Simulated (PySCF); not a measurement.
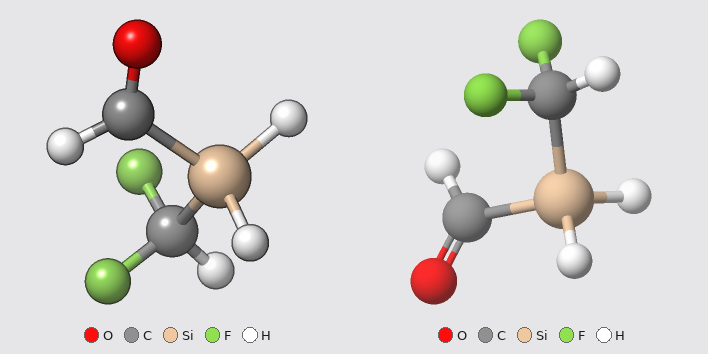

Two views of one molecule.

Computed geometry: PBE0-D3(BJ)/def2-SVP optimisation. No frequency run is at hand to confirm it as a minimum.

> Give the formula.

C2H4F2OSi, 10 atoms: 2 carbon, 4 hydrogen, 2 fluorine, 1 oxygen and 1 silicon.

> What is the point group of this geometry?

C1.

> Count the bonded pairs by element.

2 C–Si, 2 C–F, 2 C–H, 2 Si–H, 1 C–O.

The parts below concern this one geometry. Atoms keep their numbers from picture to picture.

### Shape

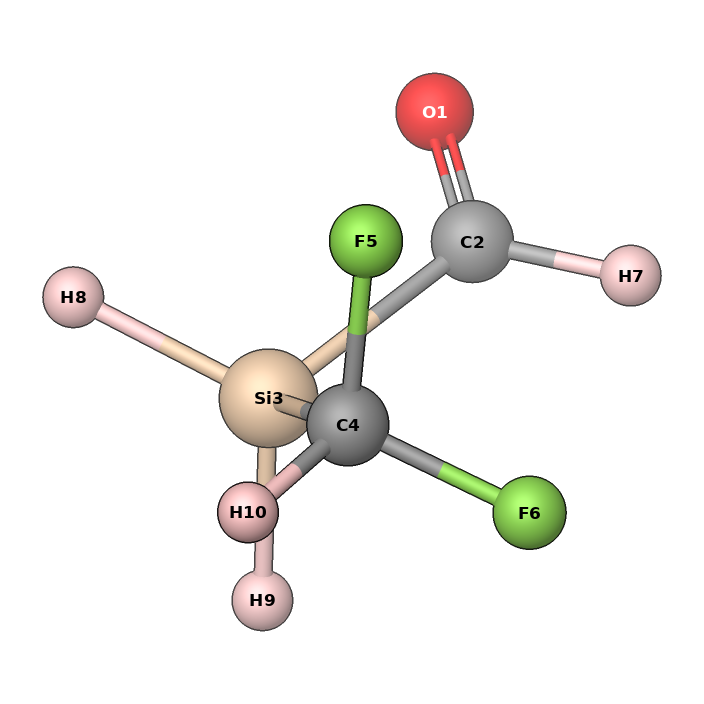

Si3 lies behind C4. The molecule seen a little off the C4–Si3 bond, C4 in front. Depth is shown by fading: the farther an atom, the more it takes the colour of the background. No frequency run is at hand to confirm it as a minimum.

> What is the torsion angle F5–C4–Si3–C2? The sign is positive where the front bond must turn clockwise to cover the back bond.

59°, synclinal (gauche). The bonds about C4–Si3 are staggered.

### Electronic properties

No frequency run is at hand to confirm it as a minimum. Method: KT2/pcSseg-2, gas phase (PySCF 2.14.0).

> Give the HOMO–LUMO gap at this level.

3.01 eV.

> Estimate the HOMO energy (Kohn–Sham orbital).

−6.03 eV.

> Estimate the dipole moment.

2.50 D.

### Quadrupole coupling

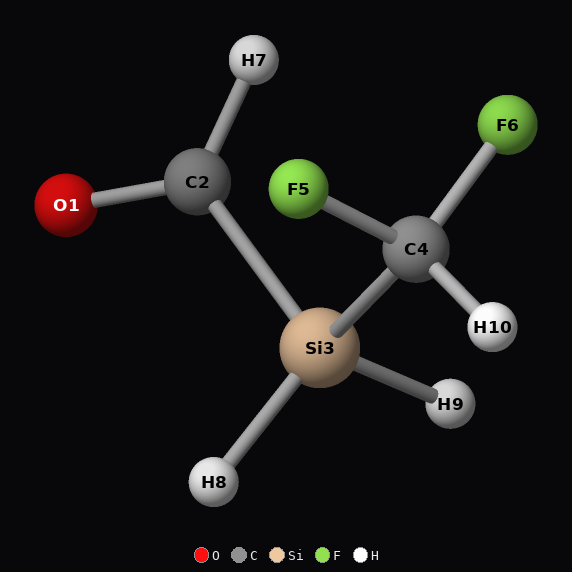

No frequency run is at hand to confirm it as a minimum. Electric field gradients from the ground-state density, PBE0/6-31G (PySCF 2.14.0), non-relativistic apart from any core potentials.

Give the largest field-gradient component, the quadrupole coupling constant and the asymmetry for 17O at O1 (Q = −25.6 mb), 2H at H7 (Q = 2.86 mb), 2H at H8 (Q = 2.86 mb), 2H at H9 (Q = 2.86 mb), 2H at H10 (Q = 2.86 mb).

```json
{"atom": "O1", "V_zz (a.u.)": "−2.213", "e²qQ/h (MHz)": "13.31", "η": "0.54"}
{"atom": "H7", "V_zz (a.u.)": "0.254", "e²qQ/h (MHz)": "0.170", "η": "0.01"}
{"atom": "H8", "V_zz (a.u.)": "0.176", "e²qQ/h (MHz)": "0.119", "η": "0.02"}
{"atom": "H9", "V_zz (a.u.)": "0.174", "e²qQ/h (MHz)": "0.117", "η": "0.02"}
{"atom": "H10", "V_zz (a.u.)": "0.277", "e²qQ/h (MHz)": "0.186", "η": "0.05"}
```

### NMR shielding

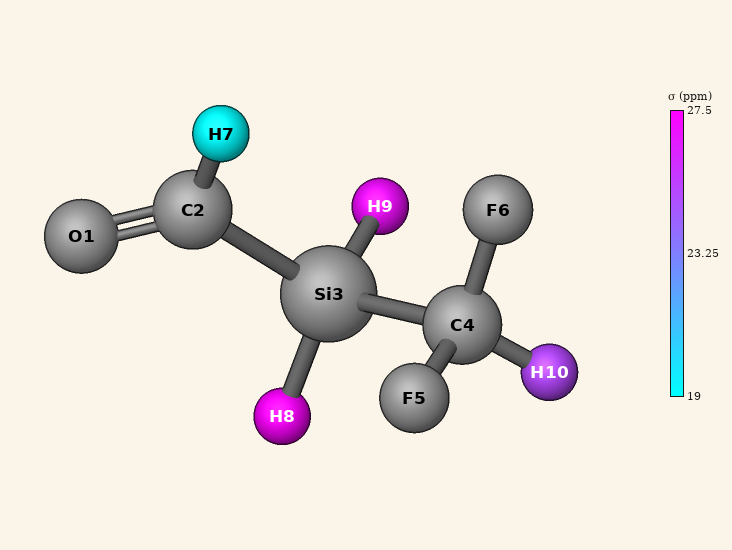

Atoms are coloured by their isotropic NMR shieldings (H only, the others grey). No frequency run is at hand to confirm it as a minimum. Method: GIAO ωB97X-D/pcSseg-2 NMR shielding, non-relativistic, gas phase (PySCF 2.14.0).

> Which H atom is the most shielded (lowest chemical shift)?

H8 (27.43 ppm).

> Which H atom is the least shielded (highest chemical shift)?

H7 (19.09 ppm).

> How wide is the range of H shifts?

8.34 ppm.

List the isotropic NMR shieldings of the H atoms.

```json
{"atom": "H7", "σ (ppm)": "19.09"}
{"atom": "H8", "σ (ppm)": "27.43"}
{"atom": "H9", "σ (ppm)": "27.03"}
{"atom": "H10", "σ (ppm)": "25.09"}
```
